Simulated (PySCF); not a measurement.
# C₅H₁₂OSi₂ (SMILES C=C[Si]1(O[SiH3])CCC1): what the fields show

Input

```
{"job": {"kind": "nmr", "xc": "PBE0", "basis": "pcSseg-1"}, "charge": 0, "multiplicity": 1}
C     -1.498903     2.554259    -0.305905
C     -0.529724     1.865456    -0.919767
Si     0.137651     0.244553    -0.292512
O      1.797458     0.337022    -0.337773
Si     3.207319    -0.512907    -0.162450
C     -0.739289    -0.426025     1.235620
C     -1.625863    -1.229520     0.242958
C     -0.702349    -1.288823    -1.006074
H     -1.896436     3.491245    -0.712105
H     -1.940900     2.214922     0.638087
H     -0.124986     2.266255    -1.859107
H      3.028640    -1.928752    -0.612695
H      4.264525     0.133876    -0.990842
H      3.636013    -0.515603     1.268302
H     -0.074138    -1.099828     1.800959
H     -1.261784     0.219394     1.956238
H     -1.952408    -2.214023     0.616195
H     -2.537266    -0.656601     0.007618
H     -0.037007    -2.167265    -0.961988
H     -1.200760    -1.278312    -1.985463
```

Command:

```sh
OMP_NUM_THREADS=1 python probes_run.py task.json out
```

Geometry: PBE0-D3(BJ)/def2-SVP.

Computed with PBE0/pcSseg-1, SCF density, gas phase, non-relativistic (PySCF 2.14.0).

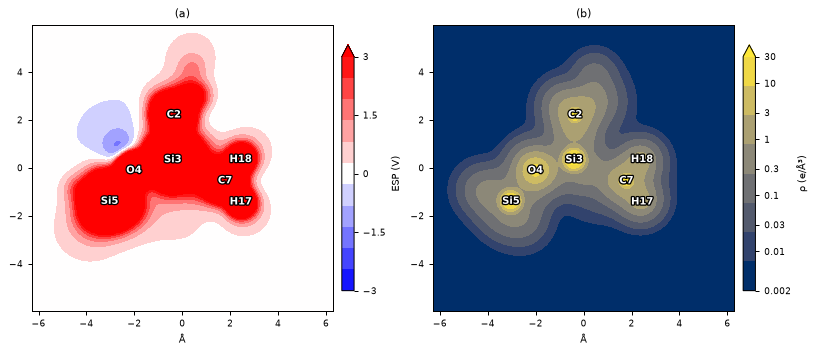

Figure 1. (a) molecular electrostatic potential; (b) electron density on the plane of atoms H17, C7 and H18.

What do the fields say about this system?

The plane passes through C, Si, O and H nuclei.
Si–O (1.66 Å): the density is about 1.1 e/Å³ at the midpoint.
C–Si (1.86 Å): the density is about 0.98 e/Å³ at the midpoint.
C–H (1.10 Å): the density is about 1.9 e/Å³ at the midpoint.
Outside the dense part of the molecule the potential is most negative (−1.4 V) near O4.

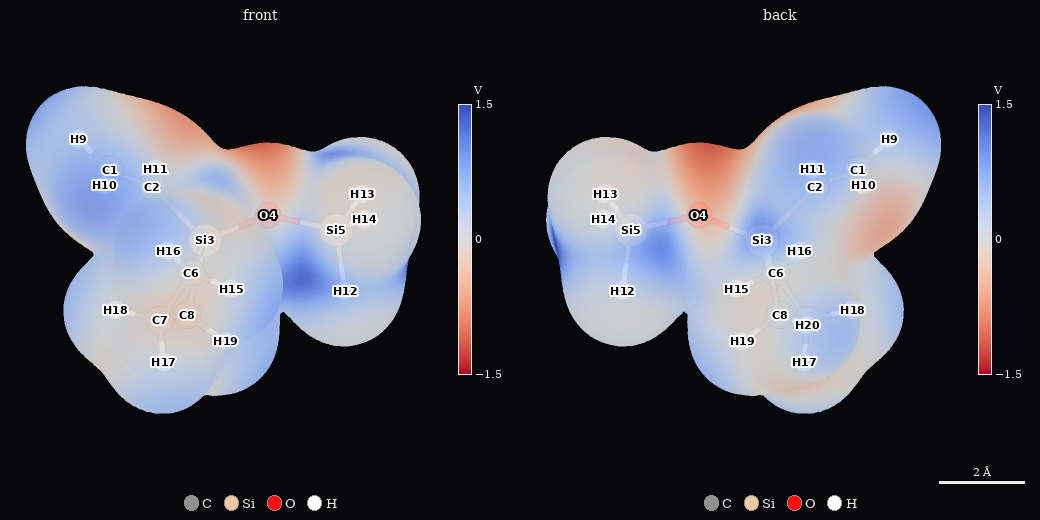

Figure 2. The molecular electrostatic potential painted on the density surface at 0.002 e/bohr³, seen from the front and from behind; the colour scale runs from red (negative) to blue (positive).

Describe the electrostatic potential map.

The most negative region (about −1.0 V) lies over O4, the most positive (about +1.3 V) over Si5. O4 is the likeliest acceptor of a hydrogen bond.

What dipole moment does the calculation give?

Its dipole moment is 0.59 D.
